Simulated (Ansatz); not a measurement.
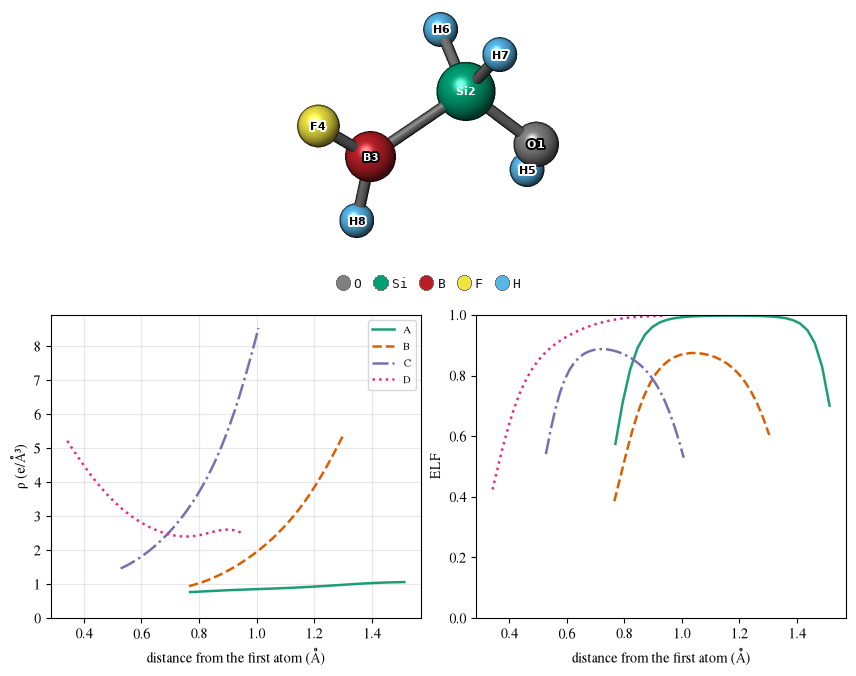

BFH4OSi (SMILES O[SiH2]BF). Electron density and ELF along straight lines between neighbouring atoms. The curves leave out the atomic cores. The structure is drawn too.

These are results of Ansatz 0.2.0, RHF/6-31G*, not measurements.

Input

```
crystal:
  periodic: [false, false, false]
  atoms:
    - { symbol: O, position_ang: [0.198, 1.61004, -0.22791] }
    - { symbol: Si, position_ang: [-0.30569, 0.07624, -0.49034] }
    - { symbol: B, position_ang: [-1.36885, 0.17589, -2.14242] }
    - { symbol: F, position_ang: [-1.88539, -0.92573, -2.64917] }
    - { symbol: H, position_ang: [-0.02892, 2.32691, -0.81495] }
    - { symbol: H, position_ang: [-1.03199, -0.38747, 0.70792] }
    - { symbol: H, position_ang: [0.87975, -0.80078, -0.53957] }
    - { symbol: H, position_ang: [-1.61556, 1.14559, -2.76605] }
basis:
  gaussian: { orbitals: "6-31G*" }
hamiltonian:
  xc: hf
relax:
  f_tol: 0.015
  max_steps: 40
output:
  orbitals: {}
```

Launched as:

```sh
ansatz run input.yaml --threads 1 --pin off --max-ram 2048MiB --backend cpu --events-out ev --progress --plain --runs-dir out
```

The fields are those of the relaxed geometry.

> Which curve belongs to which contact (B–F, O–H, Si–B and Si–O)? The first atom named is at distance zero.

Curve A: Si–B (2.05 Å): the density is about 0.86 e/Å³ at the midpoint; the ELF peaks at about 1 between the atoms: a covalent bond. Curve B: Si–O (1.66 Å): ρ is about 1.1 e/Å³ halfway; the ELF peaks at about 0.85 between the atoms; a polar covalent bond. Curve C: B–F (1.32 Å): ρ at the midpoint is about 2.2 e/Å³; the ELF peaks at about 0.90 between the atoms; a polar covalent bond. Curve D: O–H (0.95 Å): the density is about 3.7 e/Å³ at the midpoint; the ELF climbs to about 1 towards the hydrogen, as it does in any bond to H (an ordinary covalent bond to hydrogen).
